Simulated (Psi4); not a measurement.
# SiH2Br2 (dibromosilane): TPSS/def2-SVP

Aim: the vertical ionisation energy of SiH2Br2 (dibromosilane) at TPSS/def2-SVP, from 2 runs. 

Program for the calculation: Psi4 1.11.

7 further runs of the same task are left out: 5 that didn't finish, 2 set aside as unsound or not needed.

## Step 1: The molecule

SiH2Br2 has 5 atoms, charge 0, and is taken as a singlet. SMILES: `Br[SiH2]Br`. The coordinates come from a PBE0-D4/def2-TZVP relaxation.

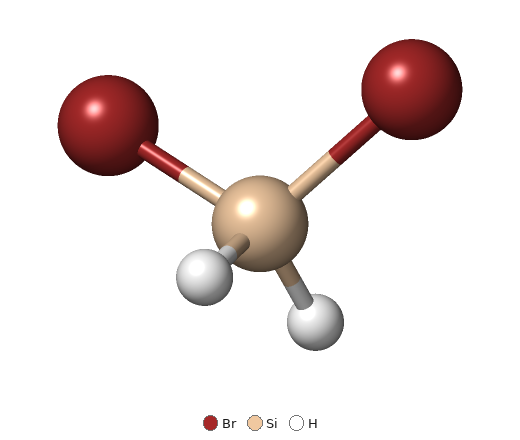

The structure, seen from a chosen angle (bromine red, silicon light orange, hydrogen white).

## Step 2: Energy and gradient at TPSS/def2-SVP

job.py

```python
import psi4

psi4.set_memory('2200 MB')
psi4.set_num_threads(1)
psi4.core.set_output_file('br2h2si.out', False)

m = psi4.geometry("""
0 1
Br    -1.672690    -1.239290     0.362310
Si     0.158230    -0.046290     0.054680
Br    -0.295570     1.814160    -1.042010
H      1.103430    -0.843230    -0.751710
H      0.706590     0.314640     1.376730
symmetry c1
no_reorient
no_com
""")

psi4.set_options({
    'reference': 'rks',
    'puream': True,
    'e_convergence': 1e-09,
    'd_convergence': 1e-08,
    'scf_type': 'pk',
    'dft_radial_points': 99,
    'dft_spherical_points': 590,
})

energy_value, wavefunction = psi4.gradient('tpss/def2-SVP', molecule=m, return_wfn=True)
print('gradient / Eh bohr^-1')
print(energy_value.np.round(6))
print(f'energy = {wavefunction.energy():.10f} Eh')
```

Launch:

```sh
$ python job.py
```

br2h2si.out:

```text
[...]
  Running in c1 symmetry.
[...]
  Nuclear repulsion =  448.279262821226382
[...]
  Multiplicity = 1
[...]
  Nalpha       = 43
  Nbeta        = 43
[...]
    Number of basis functions: 92
[...]
   @RKS iter   1: -5437.59758539013728   -2.18100e+00   2.16225e-02 ADIIS/DIIS
[...]
   @RKS iter  10: -5438.22545069354783   -1.18234e-11   4.19382e-09 DIIS
[...]
    Orbital Energies [Eh]
    ---------------------
    Doubly Occupied:
       1A   -481.670541     2A   -481.670523     3A    -65.745386
       4A    -61.923830     5A    -61.923814     6A    -55.773937
       7A    -55.773925     8A    -55.771388     9A    -55.771369
      10A    -55.771228    11A    -55.771212    12A     -8.482014
      13A     -8.482000    14A     -6.328262    15A     -6.328250
      16A     -6.319112    17A     -6.319100    18A     -6.318601
      19A     -6.318589    20A     -5.186662    21A     -3.567830
      22A     -3.565436    23A     -3.562229    24A     -2.495074
      25A     -2.495061    26A     -2.492687    27A     -2.492675
      28A     -2.492307    29A     -2.492294    30A     -2.485388
      31A     -2.485380    32A     -2.485376    33A     -2.485369
      34A     -0.746351    35A     -0.724806    36A     -0.506849
[...]
  @RKS Final Energy: -5438.22545069354783
   => Energetics <=
    Nuclear Repulsion Energy =            448.2792628212263821
    One-Electron Energy =               -8459.8311841565173381
    Two-Electron Energy =                2777.5132681585901082
    DFT Exchange-Correlation Energy =    -204.1867975168472640
    Empirical Dispersion Energy =           0.0000000000000000
    VV10 Nonlocal Energy =                  0.0000000000000000
    Total Energy =                      -5438.2254506935478275
[...]
 Multipole Moments:
 ------------------------------------------------------------------------------------
     Multipole            Electronic (a.u.)      Nuclear  (a.u.)        Total (a.u.)
 ------------------------------------------------------------------------------------
 L = 1.  Multiply by 2.5417464519 to convert [e a0] to [Debye]
 Dipole X            :        122.9726444         -122.5749308            0.3977136
 Dipole Y            :        -35.9149202           35.7985938           -0.1163264
 Dipole Z            :         42.4653293          -42.3278999            0.1374294
 Magnitude           :                                                    0.4365716
[...]
  -Total Gradient:
     Atom            X                  Y                   Z
    ------   -----------------  -----------------  -----------------
       1        0.005955816764     0.004423656066    -0.001295878838
       2       -0.003797436485     0.001106593063    -0.001310857465
       3        0.001055047404    -0.006486364098     0.003725384222
       4       -0.001867210588     0.001206166747     0.000768292089
       5       -0.001370506226    -0.000242973325    -0.001895319076
[...]
```

The script printed:

```text
gradient / Eh bohr^-1
[[ 0.005956  0.004424 -0.001296]
 [-0.003797  0.001107 -0.001311]
 [ 0.001055 -0.006486  0.003725]
 [-0.001867  0.001206  0.000768]
 [-0.001371 -0.000243 -0.001895]]
energy = -5438.2254506935 Eh
```

It took 83 s on 1 thread of AMD EPYC (Zen 3), shared host; peak memory 0.96 GiB.

## Step 3: The doublet cation

job.inp

```
memory 2200 MB

molecule {
  1 2
  Br    -3.16092599    -2.34191869     0.68466667
  Si     0.29901136    -0.08747542     0.10333022
  Br    -0.55854635     3.42826555    -1.96911352
  H      2.08518050    -1.59347376    -1.42052603
  H      1.33526158     0.59458343     2.60164265
  units bohr
  symmetry c1
}

set basis def2-SVP
set reference uks
set puream true
set e_convergence 1e-09
set d_convergence 1e-08
set scf_type pk
set dft_radial_points 99
set dft_spherical_points 590
set maxiter 100

e, wfn = gradient("tpss", return_wfn=True)
```

Launch:

```sh
$ psi4 -i job.inp -o job.out -n 1
```

job.out (excerpt; [...] marks lines left out):

```text
[...]
  Running in c1 symmetry.
[...]
  Nuclear repulsion =  448.279263033294001
[...]
  Multiplicity = 2
[...]
  Nalpha       = 43
  Nbeta        = 42
[...]
    Number of basis functions: 92
[...]
   @UKS iter   1: -5437.33758031075558   -1.92100e+00   2.06149e-02 ADIIS/DIIS
[...]
   @UKS iter  15: -5437.84680180321448   -2.72848e-12   5.14441e-09 DIIS
[...]
   @S^2 Observed:                7.523323784E-01
[...]
  @UKS Final Energy: -5437.84680180321448
   => Energetics <=
    Nuclear Repulsion Energy =            448.2792630332940007
    One-Electron Energy =               -8439.4041944161417632
    Two-Electron Energy =                2757.1273014818907541
    DFT Exchange-Correlation Energy =    -203.8491719022578650
    Empirical Dispersion Energy =           0.0000000000000000
    VV10 Nonlocal Energy =                  0.0000000000000000
    Total Energy =                      -5437.8468018032144755
[...]
 Multipole Moments:
 ------------------------------------------------------------------------------------
     Multipole            Electronic (a.u.)      Nuclear  (a.u.)        Total (a.u.)
 ------------------------------------------------------------------------------------
 L = 1.  Multiply by 2.5417464519 to convert [e a0] to [Debye]
 Dipole X            :         -5.4754837            6.4150283            0.9395446
 Dipole Y            :          1.5993502           -1.8737448           -0.2743946
 Dipole Z            :         -1.8909134            2.2153550            0.3244416
 Magnitude           :                                                    1.0311638
[...]
  -Total Gradient:
     Atom            X                  Y                   Z
    ------   -----------------  -----------------  -----------------
       1        0.005022092882     0.007903674781    -0.003363249788
       2        0.002347309377    -0.000677367693     0.000805828106
       3       -0.002437081272    -0.008676973176     0.004265886900
       4       -0.003639770839     0.004117008583     0.005369522503
       5       -0.001317224291    -0.002659151246    -0.007086499941
[...]
```

Wall time 2.8 min (1 thread of AMD EPYC (Zen 3), shared host); peak memory 0.96 GiB.

## Step 4: What came out

At TPSS/def2-SVP:

```
                                          quantity           value
                     singlet SiH2Br2: total energy  -5438.22545 Eh
                    singlet SiH2Br2: dipole moment          1.11 D
                      singlet SiH2Br2: HOMO energy        -7.40 eV
                      singlet SiH2Br2: LUMO energy        -1.08 eV
                    singlet SiH2Br2: HOMO–LUMO gap         6.32 eV
         singlet SiH2Br2: largest force on an atom      0.388 eV/Å
                      doublet cation: total energy  -5437.84680 Eh
doublet cation: HOMO energy (highest over α and β)       -13.33 eV
 doublet cation: LUMO energy (lowest over α and β)       -13.20 eV
                              doublet cation: ⟨S²⟩           0.752
          doublet cation: largest force on an atom      0.513 eV/Å
vertical ionisation energy (to the doublet cation)       10.304 eV
```

What this shows: The vertical ionisation energy comes to 10.30 eV (994 kJ/mol). The largest force (singlet SiH2Br2) is 0.39 eV/Å: the shape isn't a stationary point for this species at this level. −ε(HOMO) before ionisation, 7.40 eV, is 2.91 eV below this ionisation energy.
